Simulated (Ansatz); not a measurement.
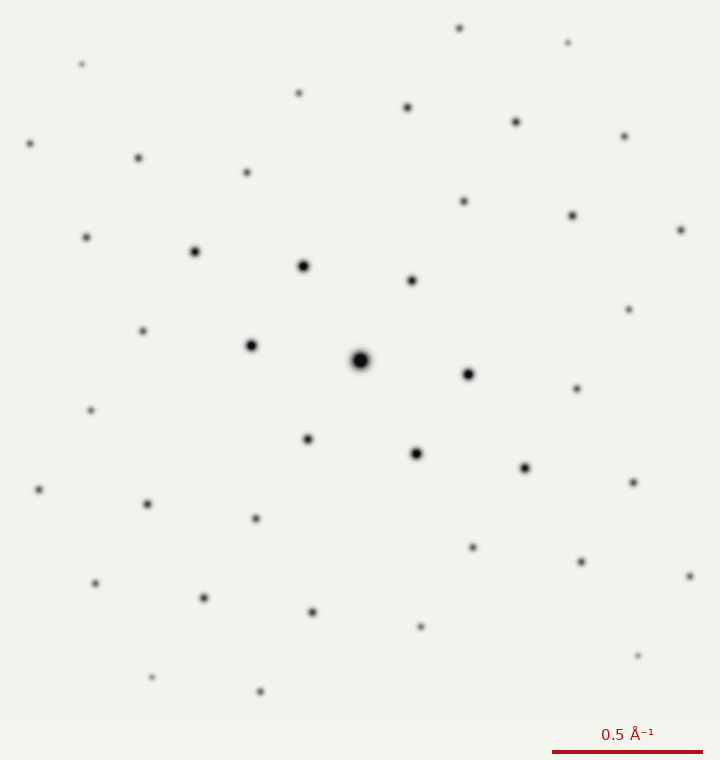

Kinematic zone-axis pattern, calculated for 80 keV electrons with B = 0.5 Å².

Phase: Tl, space group P6_3/mmc (No. 194), a = 3.65 Å, c = 5.48 Å (hexagonal axes). Structure: the input geometry of an electronic-structure calculation (not necessarily at equilibrium).

### Determine the zone axis from the geometry of the pattern.

The spots form a centred rectangular net whose two shortest vectors correspond to d = 3.16 Å and 2.74 Å, 64.3° apart. They index as 0 1 0 and 1 0 -1, so the zone axis is ±[101] (or an equivalent direction of <101>).
